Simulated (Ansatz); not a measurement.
CH6OSi···HBr

The calculation's input:

```
crystal:
  periodic: [false, false, false]
  atoms:
    - { symbol: Si, position_ang: [-0.764788, 0.614005, -0.88744] }
    - { symbol: Br, position_ang: [2.771442, 0.708072, -1.612522] }
    - { symbol: H, position_ang: [-0.517131, -0.485756, -1.88739] }
    - { symbol: H, position_ang: [-2.241492, 0.664766, -0.571389] }
    - { symbol: H, position_ang: [-0.266266, 1.938677, -1.368976] }
    - { symbol: H, position_ang: [2.140719, 0.574056, -0.27724] }
    - { symbol: O, position_ang: [0.074787, 0.308074, 0.593286] }
    - { symbol: C, position_ang: [-0.236435, -0.834721, 1.332005] }
    - { symbol: H, position_ang: [-0.022318, -1.783968, 0.779597] }
    - { symbol: H, position_ang: [0.373292, -0.844609, 2.261894] }
    - { symbol: H, position_ang: [-1.311809, -0.858595, 1.638074] }
basis:
  gaussian: { orbitals: def2-SVP }
hamiltonian:
  xc: lda
relax:
  f_tol: 0.03
  max_steps: 50
output:
  orbitals: {}
```

Command:

```sh
ansatz run input.yaml --threads 2 --pin off --max-ram 3072MiB --backend cpu --events-out ev --progress --plain --runs-dir out
```

The fields are those of the run's last geometry, not of the input's.

Method: RKS LDA/def2-SVP in Ansatz 0.2.0.

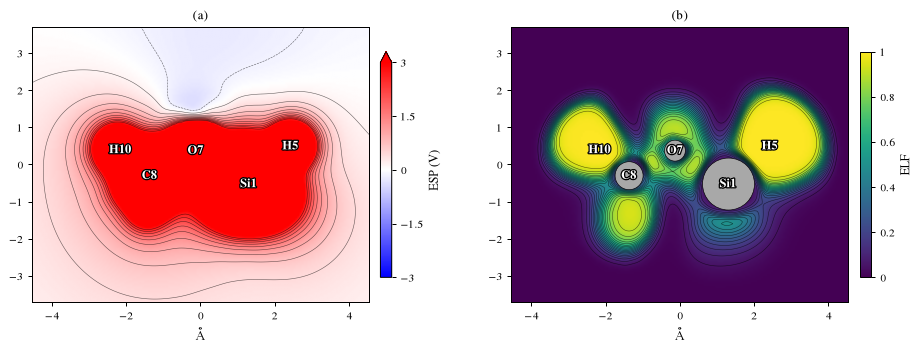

Figure 1. (a) electrostatic potential; (b) electron localisation function on the plane of atoms H5, Si1 and O7. Grey discs cover the atomic cores in the ELF map.

> Describe what can be read from this map.

The plane passes through Si, H, O and C nuclei.
C–O (1.41 Å): the ELF peaks at about 0.90 between the atoms: a polar covalent bond.
Si–O (1.70 Å): the ELF peaks at about 0.90 between the atoms; a polar covalent bond.
C–H (1.11 Å): the ELF climbs to about 1 towards the hydrogen, as it does in any bond to H; a covalent bond by its length.
Si–H (1.50 Å): the ELF climbs to about 1 towards the hydrogen.
The ELF also peaks beside O7, away from the bonds: lone-pair regions.
Outside the dense part of the complex the potential is most negative (−0.4 V) near O7.

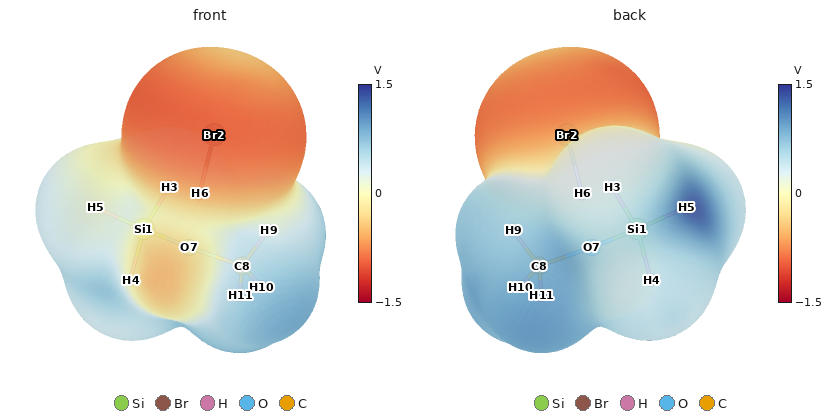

Figure 2. The molecular electrostatic potential painted on the density surface at 0.001 e/bohr³, seen from the front and from behind; the colour scale runs from red (negative) to blue (positive).

> Where is the surface potential most negative and most positive?

The most negative region (about −1.0 V) lies over Br2, the most positive (about +1.3 V) over Si1.

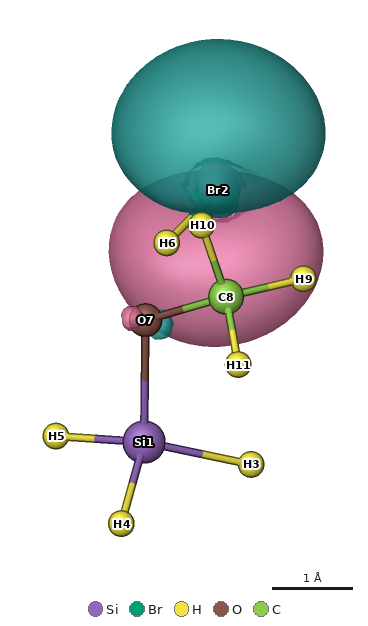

Figure 3. The HOMO−1 at ±0.1 Å⁻³ᐟ² (teal and pink are the two phases), seen at an oblique angle.

> Describe this orbital and give its energy.

By Hirshfeld shares it lies mainly on Br2 (about 95 %); largely a lone pair of Br2. Its energy is −6.34 eV.

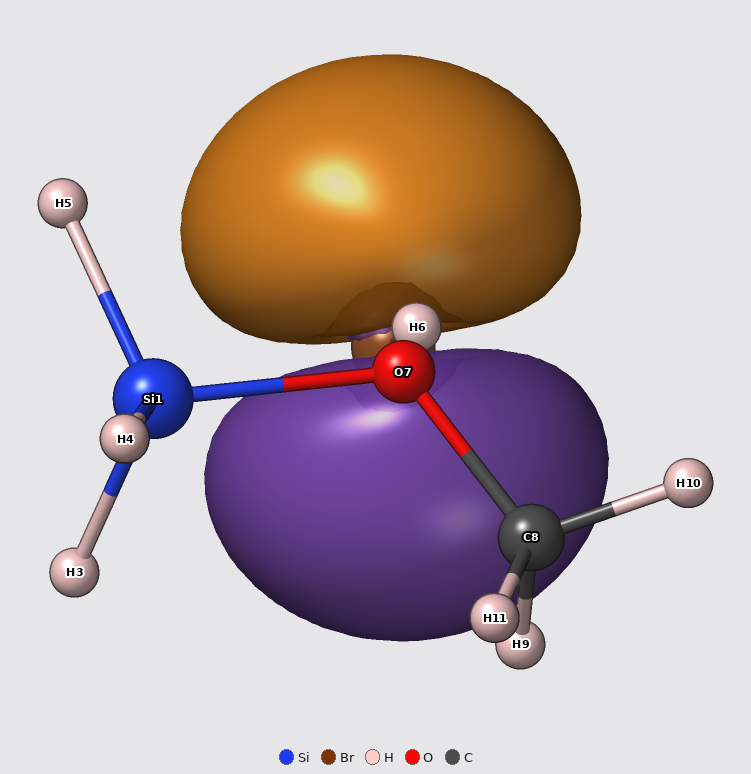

Figure 4. The HOMO at ±0.1 Å⁻³ᐟ² (orange and purple are the two phases), seen at an oblique angle.

> Where does this orbital lie, and at what energy?

Its weight (Hirshfeld) is mainly on Br2 (about 95 %); largely a lone pair of Br2. Its energy is −6.32 eV.
